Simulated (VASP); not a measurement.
Band structure of Ti3Ge (space group I-4). Level of theory: PBEsol GGA, VASP's PBE PAW potentials (set 64) (plane waves; VASP).

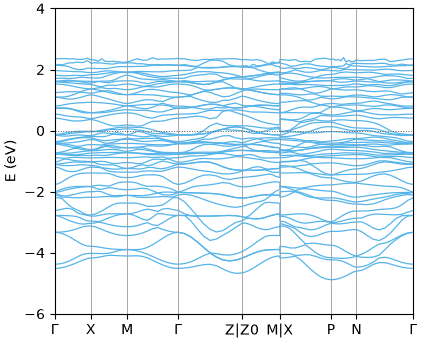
Figure: Bands along high-symmetry lines, zero at the valence-band maximum or, without a gap, the Fermi level

Problem. Read the plot: is there a gap, and where are the band edges?

Solution. It has no gap at this level: it comes out as a metal or semimetal. (Edges off the drawn lines would not show.)

The structure comes from a computed database's Ti3Ge entry (I-4); how it stands against other phases isn't given here. It was relaxed first.
